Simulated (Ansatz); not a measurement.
**How far to go with the k-point mesh at a smearing width of 0.05 eV: Ni₃Ge (P4mm, 4 atoms in the cell)**

```
Ni3Ge
1.0
    3.54092     0.00000     0.00000
    0.00000     3.54092     0.00000
    0.00000     0.00000     3.54092
Ni Ge
3 1
Direct
  0.50000   0.00000   0.50000
  0.01412   0.50000   0.50000
  0.50000   0.50000   0.00000
  0.00000   0.00000   0.00000
```

Computed with PBEsol, default PAW files made with PBE (plane waves; Ansatz, a quantum-chemistry and plane-wave program).

Base settings: basis.ecutwfc = 30.9 Ry; kpoints.mp_grid.grid = 9 9 9; hamiltonian.xc = pbesol; hamiltonian.pseudopotentials = {kind: paw} (the program's default PAW files); scf.occupations.method = gaussian; scf.occupations.width = 0.0073 Ry.

In this ladder: scf.occupations.width = 0.0037 Ry.

The second cell is the first with its lattice scaled by 0.98.

Only quantities that move along the ladder and can be compared are tabulated.

The count of work is k-points × plane waves × bands × iterations; it is no time. 

The starting cell comes from a database of computed structures (which also holds hypothetical and non-ambient phases and stackings), without a prior relaxation at this level. Its lattice was rescaled by up to half a per cent. One atom was moved a little off its site on purpose. Spin polarisation is off. Ansatz's pressure includes its estimate of the finite-basis (Pulay) stress.

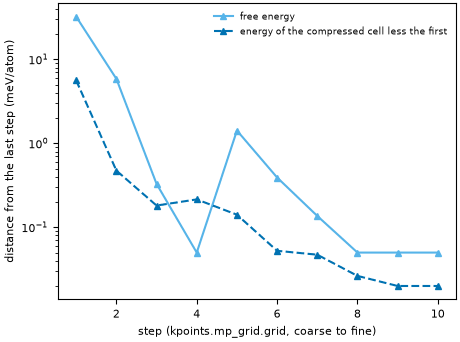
*Distance from the last step along the ladder; very small values are drawn at a floor.*

| kpoints.mp_grid.grid | free energy less the last step's (meV/atom) | energy of the compressed cell less the first (meV/atom) | pressure (GPa) | largest difference of a force vector from the last step's (eV/Å) | count of work / last |
|---|---|---|---|---|---|
| 3 3 3 | 32.28 | 22.16 | -1.45 | 0.035 | 0.0073 |
| 4 4 4 | -5.88 | 17.02 | -2.64 | 0.004 | 0.019 |
| 5 5 5 | -0.33 | 16.36 | -2.78 | 0.016 | 0.019 |
| 6 6 6 | 0.05 | 16.76 | -2.68 | 0.001 | 0.043 |
| 7 7 7 | -1.42 | 16.40 | -2.77 | 0.004 | 0.043 |
| 8 8 8 | 0.39 | 16.60 | -2.71 | 0.002 | 0.080 |
| 10 10 10 | -0.14 | 16.50 | -2.74 | 0.002 | 0.13 |
| 12 12 12 | -0.01 | 16.57 | -2.73 | 0.001 | 0.21 |
| 15 15 15 | -0.03 | 16.55 | -2.73 | 0.000 | 0.31 |
| 18 18 18 | 0.00 | 16.54 | -2.73 | 0.000 | 0.59 |
| 22 22 22 | 0.00 | 16.54 | -2.73 | 0.000 | 1.0 |

Coarsest kpoints.mp_grid.grid that holds the free energy within 5 meV/atom of the last step, with all finer ones: 5 5 5, at 0.019 of the last step's count of work; the step before is off by 5.9 meV/atom.

Coarsest kpoints.mp_grid.grid that holds the pressure within 0.5 GPa of the last step, with all finer ones: 4 4 4, at 0.019 of the last step's count of work; the step before is off by 1.3 GPa.

Coarsest kpoints.mp_grid.grid that holds the energy of the compressed cell less the first within 1 meV/atom of the last step, with all finer ones: 4 4 4, at 0.019 of the last step's count of work; the step before is off by 5.6 meV/atom.

The energy difference between the two cells stays within 1 meV/atom of the last step's from 4 4 4 on, the total only from 8 8 8 on: much of the error is common to both cells and cancels.

Keys are those of Ansatz 0.2.
